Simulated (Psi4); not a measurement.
Run report: N2O, geometry relaxation

N2O, SMILES N#[N+][O-], set up with M06-2X/aug-cc-pVDZ, RKS (Psi4 1.11).

The geometry comes from this level: PBE0-D4/def2-TZVP.

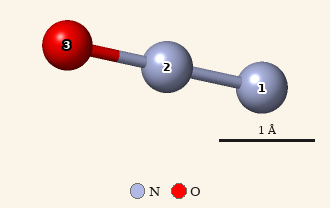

The input geometry (ball-and-stick view, seen at a tilt; atoms are numbered from 1 in the order of the input).

What the run reported:

| quantity | value |
| --- | --- |
| outcome | refused by the program |
| hardware | 1 thread of Intel Xeon @ 2.90GHz (Ice Lake), 192 GiB of memory available, shared host |

The program refused the input: “Point group changed! (cs <-- c1) You should restart using the last geometry in the output, after carefully making sure all symmetry-dependent input, such as DOCC, is correct.”

Input file (n2o.dat):
```
memory 1.6 GB

molecule molecule1 {
  0 1
  N     -0.511700     1.001300    -0.167900
  N     -0.008400     0.016500    -0.002800
  O      0.520100    -1.017800     0.170700
  units angstrom
}

set basis aug-cc-pVDZ
set reference rks
set geom_maxiter 60

result, w = opt("m06-2x", return_wfn=True)
print_variables()
```

Launched with:
```bash
psi4 n2o.dat n2o.out -n 1
```

The program's output:
```
Psi4 1.11 release

gradient() will perform analytic gradient computation.

   => Loading Basis Set <=

    Name: AUG-CC-PVDZ
    Role: ORBITAL
    Keyword: BASIS

         ---------------------------------------------------------
                                   SCF
                              RKS Reference
                        1 Threads,   1525 MiB Core
         ---------------------------------------------------------

  ==> Geometry <==

    Molecular point group: c1
    Full point group: C1v

    Geometry (in Angstrom), charge = 0, multiplicity = 1:

       Center              X                  Y                   Z               Mass
    ------------   -----------------  -----------------  -----------------  -----------------
         N            0.000031681980     0.000038850895     1.189253039876    14.003074004430
         N            0.000031681980     0.000038850895     0.071040206825    14.003074004430
         O           -0.000055473270    -0.000068025616    -1.103349409521    15.994914619570

  Running in c1 symmetry.

  Rotational constants: A = 391308416.38910  B =      0.42843  C =      0.42843 [cm^-1]
  Rotational constants: A = 11731131198537.65820  B =  12844.01759  C =  12844.01758 [MHz]
  Nuclear repulsion =   61.347861729966489

  Charge       = 0
  Multiplicity = 1
  Electrons    = 22
  Nalpha       = 11
  Nbeta        = 11

  ==> Algorithm <==

  SCF Algorithm Type is DF.
  DIIS enabled.
  MOM disabled.
  Fractional occupation disabled.
  Guess Type is SAD.
  Energy threshold   = 1.00e-08
  Density threshold  = 1.00e-08
  Integral threshold = 1.00e-12

  ==> Primary Basis <==

  Basis Set: AUG-CC-PVDZ
    Blend: AUG-CC-PVDZ
    Number of shells: 27
    Number of basis functions: 69
    Number of Cartesian functions: 75
    Spherical Harmonics?: true
    Max angular momentum: 2

  ==> DFT Potential <==

   => LibXC <=

    Version 7.1.2

   => Composite Functional: M06-2X <=

    Deriv               =              1
    GGA                 =           TRUE
    Meta                =           TRUE

    Exchange Hybrid     =           TRUE
    MP2 Hybrid          =          FALSE

   => Exchange Functionals <=

    1.0000   XC_HYB_MGGA_X_M06_2X

   => Exact (HF) Exchange <=

    0.5400               HF

   => Correlation Functionals <=

    1.0000   XC_MGGA_C_M06_2X

   => LibXC Density Thresholds  <==

    XC_MGGA_C_M06_2X:  1.00E-12
    XC_HYB_MGGA_X_M06_2X:  1.00E-15

   => Molecular Quadrature <=

    Radial Scheme          =       TREUTLER
    Pruning Scheme         =           NONE
    Nuclear Scheme         =       TREUTLER

    Blocking Scheme        =         OCTREE
    BS radius alpha        =              1
    Pruning alpha          =              1
    Radial Points          =             75
    Spherical Points       =            302
    Total Points           =          66515
    Total Blocks           =            571
    Max Points             =            256
    Max Functions          =             69
    Weights Tolerance      =       1.00E-15

   => Loading Basis Set <=

    Name: (AUG-CC-PVDZ AUX)
    Role: JKFIT
    Keyword: DF_BASIS_SCF

  ==> Integral Setup <==

  DFHelper Memory: AOs need 0.010 GiB; user supplied 0.798 GiB.
  SCF_SUBTYPE=INCORE selected. In-core MEM_DF algorithm will be used.
  Using in-core AOs.

  ==> MemDFJK: Density-Fitted J/K Matrices <==

    J tasked:                   Yes
    K tasked:                   Yes
    wK tasked:                   No
    Memory [MiB]:               817
    Algorithm:                 Core
    Schwarz Cutoff:           1E-12
    Mask sparsity (%):       0.0000
    Fitting Condition:        1E-10

   => Auxiliary Basis Set <=

  Basis Set: (AUG-CC-PVDZ AUX)
    Blend: AUG-CC-PVDZ-JKFIT
    Number of shells: 84
    Number of basis functions: 258
    Number of Cartesian functions: 303
    Spherical Harmonics?: true
    Max angular momentum: 3

  Cached 100.0% of DFT collocation blocks in 0.319 [GiB].

  Minimum eigenvalue in the overlap matrix is 9.1209597820E-05.
  Reciprocal condition number of the overlap matrix is 1.6593457958E-05.
    Using symmetric orthogonalization.

  ==> Pre-Iterations <==

  SCF Guess: Superposition of Atomic Densities via on-the-fly atomic UHF (no occupation information).

   -------------------------
    Irrep   Nso     Nmo
   -------------------------
     A         69      69
   -------------------------
    Total      69      69
   -------------------------

  ==> Iterations <==

                           Total Energy        Delta E     RMS |[F,P]|

   @DF-RKS iter SAD:  -184.24861965577892   -1.84249e+02   0.00000e+00
   @DF-RKS iter   1:  -184.55141236322751   -3.02793e-01   6.40078e-03 ADIIS/DIIS
   @DF-RKS iter   2:  -184.49526647944484    5.61459e-02   8.58068e-03 ADIIS/DIIS
   @DF-RKS iter   3:  -184.61839737516158   -1.23131e-01   1.73857e-03 ADIIS/DIIS
   @DF-RKS iter   4:  -184.62298667089385   -4.58930e-03   7.92882e-04 ADIIS/DIIS
   @DF-RKS iter   5:  -184.62412149042436   -1.13482e-03   8.03506e-05 DIIS
   @DF-RKS iter   6:  -184.62413886724968   -1.73768e-05   2.42282e-05 DIIS
   @DF-RKS iter   7:  -184.62414020254249   -1.33529e-06   3.92735e-06 DIIS
   @DF-RKS iter   8:  -184.62414024626904   -4.37265e-08   5.01986e-07 DIIS
   @DF-RKS iter   9:  -184.62414024685950   -5.90461e-10   6.75523e-08 DIIS
   @DF-RKS iter  10:  -184.62414024686962   -1.01181e-11   1.10075e-08 DIIS
   @DF-RKS iter  11:  -184.62414024687018   -5.68434e-13   5.89242e-10 DIIS
  Energy and wave function converged.

  ==> Post-Iterations <==

   Electrons on quadrature grid:
      Ntotal   =   21.9999996568 ; deviation = -3.432e-07

    Orbital Energies [Eh]
    ---------------------

    Doubly Occupied:

       1A    -19.744851     2A    -15.010301     3A    -14.874834
       4A     -1.388632     5A     -1.213518     6A     -0.700360
       7A     -0.660993     8A     -0.660993     9A     -0.566010
      10A     -0.412858    11A     -0.412858

    Virtual:

      12A      0.017673    13A      0.028088    14A      0.028088
      15A      0.058788    16A      0.091222    17A      0.091222
      18A      0.117784    19A      0.144679    20A      0.144679
      21A      0.200719    22A      0.223917    23A      0.223917
      24A      0.233043    25A      0.292175    26A      0.378767
      27A      0.440099    28A      0.440105    29A      0.562357
      30A      0.675887    31A      0.679806    32A      0.679817
      33A      0.742936    34A      0.742936    35A      0.758503
      36A      0.758503    37A      0.851375    38A      0.951222
      39A      0.951222    40A      0.972857    41A      1.032924
      42A      1.032937    43A      1.071506    44A      1.071506
      45A      1.130113    46A      1.273051    47A      1.292491
      48A      1.292491    49A      1.580967    50A      1.851057
      51A      1.851057    52A      1.956397    53A      1.956402
      54A      1.996665    55A      1.996665    56A      2.127776
      57A      2.327326    58A      2.327340    59A      2.742904
      60A      2.752127    61A      2.752127    62A      2.883952
      63A      3.151579    64A      3.268278    65A      3.268462
      66A      3.461613    67A      3.634439    68A      3.634439
      69A      4.081526

    Final Occupation by Irrep:
              A
    DOCC [    11 ]
    NA   [    11 ]
    NB   [    11 ]

  @DF-RKS Final Energy:  -184.62414024687018

   => Energetics <=

    Nuclear Repulsion Energy =             61.3478617299664890
    One-Electron Energy =                -371.7488205638221075
    Two-Electron Energy =                 136.4939672614875974
    DFT Exchange-Correlation Energy =     -10.7171486745021571
    Empirical Dispersion Energy =           0.0000000000000000
    VV10 Nonlocal Energy =                  0.0000000000000000
    Total Energy =                       -184.6241402468701835

Computation Completed

Properties will be evaluated at   0.000000,   0.000000,   0.000000 [a0]

Properties computed using the SCF density matrix

 Multipole Moments:

 ------------------------------------------------------------------------------------
     Multipole            Electronic (a.u.)      Nuclear  (a.u.)        Total (a.u.)
 ------------------------------------------------------------------------------------

 L = 1.  Multiply by 2.5417464519 to convert [e a0] to [Debye]
 Dipole X            :          0.0000246           -0.0000005            0.0000242
 Dipole Y            :          0.0000302           -0.0000006            0.0000297
 Dipole Z            :          0.0938613           -0.0089621            0.0848992
 Magnitude           :                                                    0.0848992

 ------------------------------------------------------------------------------------

	total time  =          4 seconds =       0.07 minutes

         ------------------------------------------------------------
                                   SCF GRAD
         ------------------------------------------------------------

  ==> Geometry <==

    Molecular point group: c1
    Full point group: C1v

    Geometry (in Angstrom), charge = 0, multiplicity = 1:

       Center              X                  Y                   Z               Mass
    ------------   -----------------  -----------------  -----------------  -----------------
         N            0.000031681980     0.000038850895     1.189253039876    14.003074004430
         N            0.000031681980     0.000038850895     0.071040206825    14.003074004430
         O           -0.000055473270    -0.000068025616    -1.103349409521    15.994914619570

  Nuclear repulsion =   61.347861729966489

  ==> Basis Set <==

  Basis Set: AUG-CC-PVDZ
    Blend: AUG-CC-PVDZ
    Number of shells: 27
    Number of basis functions: 69
    Number of Cartesian functions: 75
    Spherical Harmonics?: true
    Max angular momentum: 2

  ==> DFJKGrad: Density-Fitted SCF Gradients <==

    Gradient:                    1
    J tasked:                  Yes
    K tasked:                  Yes
    wK tasked:                  No
    Integrals threads:           1
    Memory [MiB]:             1144
    Schwarz Cutoff:          1E-12
    Fitting Condition:       1E-10

   => Auxiliary Basis Set <=

  Basis Set: (AUG-CC-PVDZ AUX)
    Blend: AUG-CC-PVDZ-JKFIT
    Number of shells: 84
    Number of basis functions: 258
    Number of Cartesian functions: 303
    Spherical Harmonics?: true
    Max angular momentum: 3

  ==> DFT Potential <==

   => LibXC <=

    Version 7.1.2

   => Composite Functional: M06-2X <=

    Deriv               =              1
    GGA                 =           TRUE
    Meta                =           TRUE

    Exchange Hybrid     =           TRUE
    MP2 Hybrid          =          FALSE

   => Exchange Functionals <=

    1.0000   XC_HYB_MGGA_X_M06_2X

   => Exact (HF) Exchange <=

    0.5400               HF

   => Correlation Functionals <=

    1.0000   XC_MGGA_C_M06_2X

   => LibXC Density Thresholds  <==

    XC_MGGA_C_M06_2X:  1.00E-12
    XC_HYB_MGGA_X_M06_2X:  1.00E-15

   => Molecular Quadrature <=

    Radial Scheme          =       TREUTLER
    Pruning Scheme         =           NONE
    Nuclear Scheme         =       TREUTLER

    Blocking Scheme        =         OCTREE
    BS radius alpha        =              1
    Pruning alpha          =              1
    Radial Points          =             75
    Spherical Points       =            302
    Total Points           =          66515
    Total Blocks           =            571
    Max Points             =            256
    Max Functions          =             69
    Weights Tolerance      =       1.00E-15

  -Total Gradient:
     Atom            X                  Y                   Z
    ------   -----------------  -----------------  -----------------
       1       -0.000006199369    -0.000007602146    -0.012492783123
       2        0.000010766851     0.000013203146    -0.005305222126
       3       -0.000004608511    -0.000005651313     0.018112886390

	total time  =          1 seconds =       0.02 minutes

    			-----------------------------------------

    			 OPTKING 3.0: for geometry optimizations

    			        with contributions from

    			-----------------------------------------

	                            ===> Fragment 1 <==

	 Z (Atomic Numbers)          Masses                          Geom
	       7.000000            14.003074          0.00005987  0.00007342  2.24736254
	       7.000000            14.003074          0.00005987  0.00007342  0.13424653
	       8.000000            15.994915         -0.00010483 -0.00012855 -2.08502820

	 - Coordinate -           - BOHR/RAD -       - ANG/DEG -
	 R(1,2)           =         2.113116           1.118213
	 R(2,3)           =         2.219275           1.174390
	 L(1,2,3)         =         3.141475         179.993272
	 l(1,2,3)         =         3.141593         180.000000

	        --- Internal Coordinate Step in ANG or DEG, aJ/ANG or AJ/DEG ---
	-------------------------------------------------------------------------------
	           Coordinate      Previous         Force          Change          New
	           ----------      --------        ------          ------        ------
	               R(1,2)       1.11821        0.10379        0.00418       1.12239
	               R(2,3)       1.17439        0.14836        0.00802       1.18241
	             L(1,2,3)     179.99327        0.00000        0.00475     179.99802
	             l(1,2,3)     180.00000       -0.00000       -0.00000     180.00000
	-------------------------------------------------------------------------------

	                                 ==> Convergence Check <==

	Measures of convergence in internal coordinates in au.

	Criteria marked as inactive (o), active & met (*), and active & unmet ( ).

	----------------------------------------------------------------------------------------------~
	   Step    Total Energy     Delta E     Max Force     RMS Force      Max Disp      RMS Disp   ~
	----------------------------------------------------------------------------------------------~
	  Convergence Criteria     1.00e-06 *    3.00e-04 *             o    1.20e-03 *             o~
	----------------------------------------------------------------------------------------------~
	     1    -184.62414025   -1.85e+02      1.80e-02      1.10e-02 o    1.52e-02      8.54e-03 o  ~
	----------------------------------------------------------------------------------------------

Next Geometry in Ang
	Fragment 1 (Ang)

	    N   0.0000421356   0.0000516699   1.1947102141
	    N   0.0000117749   0.0000144393   0.0723203304
	    O  -0.0000460198  -0.0000564331  -1.1100867074

    Structure for next step:
    Molecular point group: cs
    Full point group: C1

    Geometry (in Angstrom), charge = 0, multiplicity = 1:

    N            0.000000000000     0.000014846129     1.195015199912
    N            0.000000000000     0.000014846129     0.072625315212
    O            0.000000000000    -0.000025994693    -1.109781725410

psi4.driver.p4util.exceptions.ValidationError: Point group changed! (cs <-- c1) You should restart using the last geometry in the output, after carefully making sure all symmetry-dependent input, such as DOCC, is correct.

Printing out the relevant lines from the Psithon --> Python processed input file:
    ""","molecule1")
    core.IO.set_default_namespace("molecule1")
    core.set_global_option("BASIS", "aug-cc-pVDZ")
    core.set_global_option("REFERENCE", "rks")
    core.set_global_option("GEOM_MAXITER", 60)
--> result, w = opt("m06-2x", return_wfn=True)
    print_variables()

!----------------------------------------------------------------------------------!
!                                                                                  !
!  Point group changed! (cs <-- c1) You should restart using the last geometry in  !
!     the output, after carefully making sure all symmetry-dependent input, such   !
!     as DOCC, is correct.                                                         !
!                                                                                  !
!----------------------------------------------------------------------------------!

    Psi4 run time: 0:00:06.53
```
